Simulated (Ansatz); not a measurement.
# One shape, several levels: AlH2ClF− (SMILES [F][AlH2-][Cl])

Wanted: a comparison of 6 runs (HF/STO-3G, B3LYP/STO-3G, CAM-B3LYP/STO-3G, UPBE0/STO-3G, MP2/STO-3G, CCSD/STO-3G) of AlH2ClF−. 

Program for the calculation: Ansatz 0.2.0.

6 further runs of the same task are left out: 5 that didn't finish, 1 set aside as unsound or not needed.

## Step 1: The molecule

AlH2ClF− has 5 atoms, charge -1, and is taken as a singlet. SMILES: `[F][AlH2-][Cl]`. The Al2–F1 distance was set to 4.234 Å, away from the relaxed value. At this shape a bond of the SMILES string is far longer than usual.

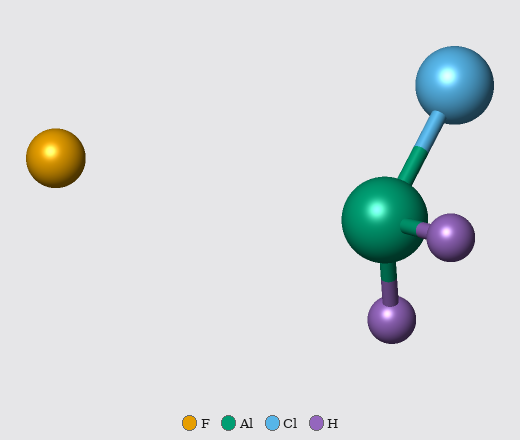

Viewed from a chosen angle; fluorine amber, aluminium teal, chlorine blue, hydrogen purple.

## Step 2: The energy at HF/STO-3G (run 1)

Contents of in.yaml:

```yaml
crystal:
  periodic: [false, false, false]
  atoms:
    - symbol: F
      position_ang: [-2.852779, 0.191936, 3.150361]
    - symbol: Al
      position_ang: [-0.086940, 0.062310, -0.052380]
    - symbol: Cl
      position_ang: [1.653880, -0.992940, 0.511330]
    - symbol: H
      position_ang: [-0.732650, -0.721820, -1.269020]
    - symbol: H
      position_ang: [0.358980, 1.538300, -0.418630]
basis:
  gaussian: {orbitals: STO-3G}
total_charge: -1
hamiltonian: {xc: hf}
accuracy: high
```

Run with:

```sh
ansatz run in.yaml --threads 1 --pin off --max-ram 2610MiB --events-out events.jsonl --progress --plain --runs-dir runs
```

The program printed:

```text
Warning: RAYON_NUM_THREADS=1 ignored (pool sized by the plan → 1); use --threads N
Functional definition: HF
  name "HF"
  exchange = exact_x
  correlation = 0
412 factors; integrals over basis functions are off by at most 2.8e-8 eV
mean field evaluation 1: about -21562.0898 eV, gradient 1.6e1 eV
mean field evaluation 2: about -21562.0963 eV, gradient 1.6e1 eV
mean field evaluation 4: about -21562.9270 eV, gradient 8.9e0 eV
mean field evaluation 8: about -21563.9819 eV, gradient 1.1e0 eV
mean field evaluation 16: about -21564.0178 eV, gradient 1.8e0 eV
mean field evaluation 32: about -21563.9949 eV, gradient 6.6e-1 eV
mean field evaluation 64: about -21540.9911 eV, gradient 1.5e1 eV
mean field -21564.05228246 eV, -792.4643047407 hartree, gradient 2.7e-8 eV, S^2 0.000000; 1 other end points of the search recorded, 0 dependent functions left out
reference -21564.05228246 eV, -792.4643047407 hartree; 21, 21 occupied and 4, 4 virtual orbitals, 412 factors
Total energy: -21564.05228246 eV, -792.4643047407 hartree
```

It took 0.24 s on 1 thread of Arm Neoverse V1, shared host.

## Step 3: The energy at B3LYP/STO-3G (run 2)

Contents of job.yaml:

```yaml
crystal:
  periodic: [false, false, false]
  atoms:
    - {symbol: F, position_ang: [-2.852779, 0.191936, 3.150361]}
    - {symbol: Al, position_ang: [-0.086940, 0.062310, -0.052380]}
    - {symbol: Cl, position_ang: [1.653880, -0.992940, 0.511330]}
    - {symbol: H, position_ang: [-0.732650, -0.721820, -1.269020]}
    - {symbol: H, position_ang: [0.358980, 1.538300, -0.418630]}
basis:
  gaussian:
    orbitals: STO-3G
total_charge: -1
hamiltonian:
  xc: {name: B3LYP}
accuracy: high
```

Run with:

```sh
ansatz run job.yaml --threads 1 --pin off --max-ram 2610MiB --events-out events.jsonl --progress --plain --runs-dir runs
```

The program printed:

```text
Warning: RAYON_NUM_THREADS=1 ignored (pool sized by the plan → 1); use --threads N
Functional definition: B3LYP
  name "B3LYP"
  parameter a0 = 0.2
  parameter ax = 0.72
  parameter ac = 0.81
  exchange = (1 - a0 - ax)*slater_x + ax*b88_x + a0*exact_x
  correlation = (1 - ac)*vwn_rpa_c + ac*lyp_c
412 factors; integrals over basis functions are off by at most 2.8e-8 eV
mean field evaluation 1: about -21600.5377 eV, gradient 2.5e1 eV
mean field evaluation 2: about -21180.2329 eV, gradient 3.2e1 eV
mean field evaluation 4: about -21600.9709 eV, gradient 2.5e1 eV
mean field evaluation 8: about -21602.0466 eV, gradient 1.5e1 eV
mean field evaluation 16: about -21607.0233 eV, gradient 2.3e-7 eV
mean field evaluation 32: about -21607.0013 eV, gradient 2.6e-1 eV
mean field -21607.02325547 eV, -794.0434588723 hartree, gradient 2.6e-8 eV, S^2 0.000000; 4 other end points of the search recorded, 0 dependent functions left out
reference -21607.02328466 eV, -794.0434599448 hartree; 21, 21 occupied and 4, 4 virtual orbitals, 412 factors
Total energy: -21607.02328466 eV, -794.0434599448 hartree
```

Run time: 2.6 s. Hardware: 1 thread of Arm Neoverse V1, shared host; peak memory 0.1 GiB.

Runs 3 to 5 aren't shown in full; the table further down has their settings and results.

## Step 4: A single-point energy at CCSD/STO-3G (run 6)

Contents of molecule.yaml:

```yaml
crystal:
  periodic: [false, false, false]
  atoms:
    - {symbol: F, position_ang: [-2.852779, 0.191936, 3.150361]}
    - {symbol: Al, position_ang: [-0.086940, 0.062310, -0.052380]}
    - {symbol: Cl, position_ang: [1.653880, -0.992940, 0.511330]}
    - {symbol: H, position_ang: [-0.732650, -0.721820, -1.269020]}
    - {symbol: H, position_ang: [0.358980, 1.538300, -0.418630]}
basis:
  gaussian: {orbitals: STO-3G}
total_charge: -1
correlation: {method: ccsd, frozen_orbitals: {Al: 5, Cl: 5, F: 1, H: 0}}
accuracy: high
scf: {omitted_lower_state_checks: [cluster_reference, increment]}
```

Run with:

```sh
ansatz run molecule.yaml --threads 1 --pin off --max-ram 2610MiB --events-out events.jsonl --progress --plain --runs-dir runs
```

The program printed:

```text
Warning: RAYON_NUM_THREADS=1 ignored (pool sized by the plan → 1); use --threads N
[... 13 lines left out ...]
11 core orbitals not correlated: weight in the atoms' cores, before any rotation towards them, 0.999 or more for the frozen orbitals, at most 0.000 for the correlated occupied ones
[... 78 lines left out ...]
WARN: these amplitudes may be one of several solutions (largest doubles amplitude 1.73, level shift 8.72 eV)
Total energy: -21569.23123224 eV, -792.6546276347 hartree
Checks for a lower state left out: cluster_reference, increment
```

It took 0.46 s on 1 thread of Arm Neoverse V1, shared host.

## Step 5: Overview of the runs

```csv
run,level,frozen core orbitals,energy (Eh),wall time
1,HF/STO-3G,–,-792.464305,0.24 s
2,B3LYP/STO-3G,–,-794.043460,2.6 s
3,CAM-B3LYP/STO-3G,–,-793.947382,2.7 s
4,UPBE0/STO-3G,–,-793.758844,7.8 s
5,MP2/STO-3G,11,-792.583146,0.38 s
6,CCSD/STO-3G,11,-792.654628,0.46 s
```

## Step 6: Results

```
                                           quantity          value
                                run 6: total energy  -792.65463 Eh
run 6: correlation energy (11 core orbitals frozen)     -190.3 mEh
                               run 6: T1 diagnostic          0.200
```

In words: Below the HF energy at the same shape and in the same basis (STO-3G): MP2 -118.8 mEh; CCSD -190.3 mEh. Totals of different functionals can't be ranked against each other. In run 6 the T1 diagnostic is large, so a single reference may not serve. In runs 5, 6 the log says that unrestricted orbitals would lower the reference, so the values rest on an unstable closed-shell determinant (other closed-shell runs at this shape may share the fault). In runs 1, 2, 3, 4, 5, 6 the basis is minimal, so the values are rough. Spin contamination of the reference: run 4 ⟨S²⟩ = 0.75. Where it is this large, the reference is a mixture of spin states, and values that rest on it are in doubt. All runs together took 14 s, the longest 7.8 s.
